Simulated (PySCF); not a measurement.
**AsH (triplet): density, localisation and related maps**

```xyz
2

As    0.0000    0.0000   -0.0203
H     0.0000    0.0000    1.5117
```

These are results of PBE0/6-311G(d,p), non-relativistic, at a bond length of 1.532 Å (PySCF), not measurements.

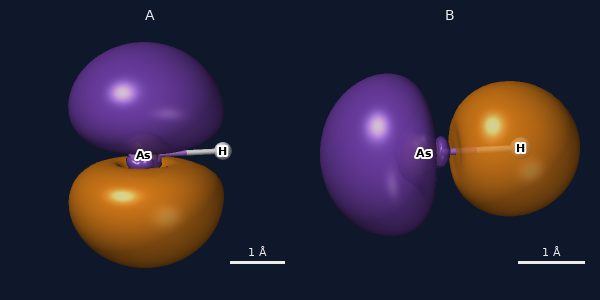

Figure 1. Two frontier α-spin orbitals, each drawn at the value that holds 80 % of its norm (orange and purple are the two phases), in no order; of a degenerate pair one member is drawn.

Question: Name the orbitals and rank them from lowest to highest energy.

Answer: Orbital B: σ, occupied in this spin, −9.48 eV; shared between the atoms (As 70 %, H 30 %).
Orbital A: π, occupied in this spin, −7.01 eV; almost wholly on As.

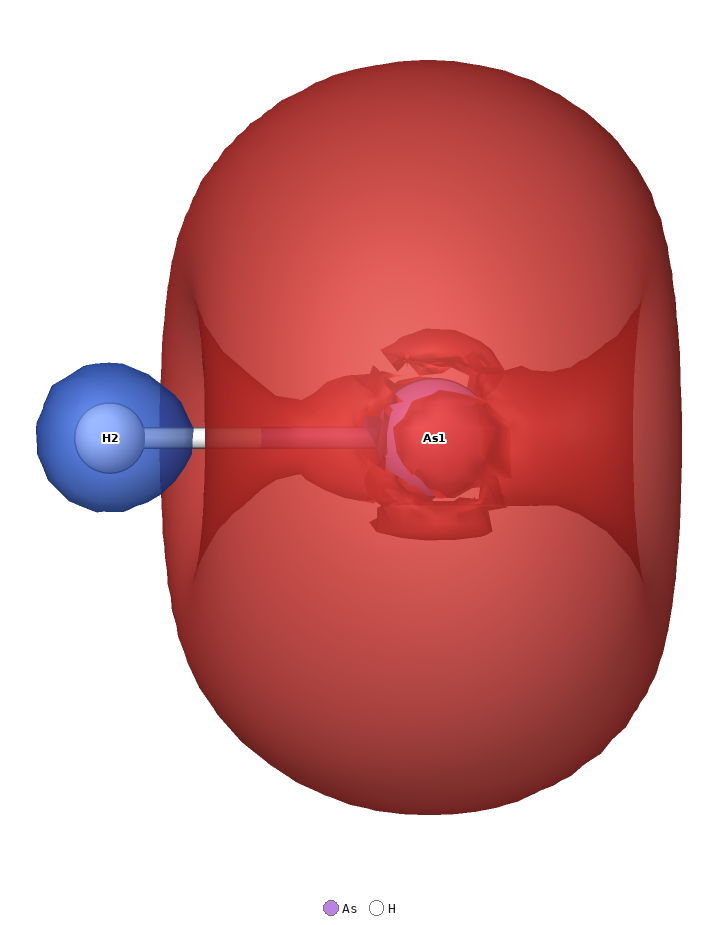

Figure 2. Isosurfaces of the spin density (α minus β) at +0.03 (red) and −0.03 e/Å³ (blue), seen from one side.

Question: Which atoms carry the spin?

Answer: The unpaired spin (2 electrons) lies mostly on As1 (about 2.0), in electrons by Hirshfeld's partition.

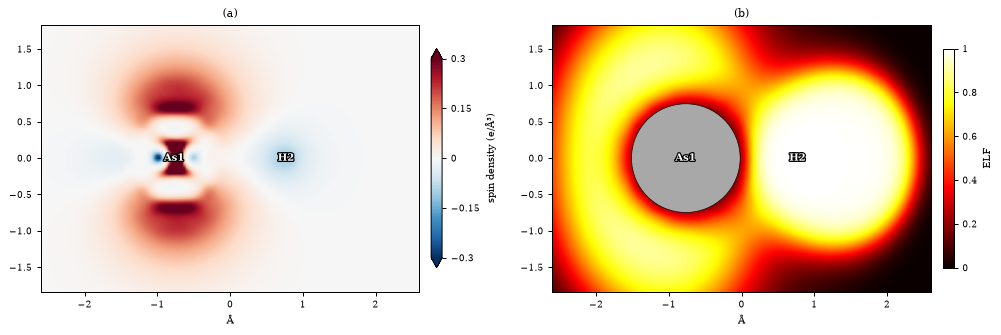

Figure 3. (a) spin density; (b) electron localisation function on a plane that holds the molecular axis. Grey discs cover the atomic cores in the ELF map.

Question: Interpret the plot.

Answer: Atoms in the plane: As and H. As–H (1.53 Å): the ELF climbs to about 1 towards the hydrogen, as it does in any bond to H. The ELF also peaks beside As1, away from the bonds: non-bonding electrons, paired or unpaired.
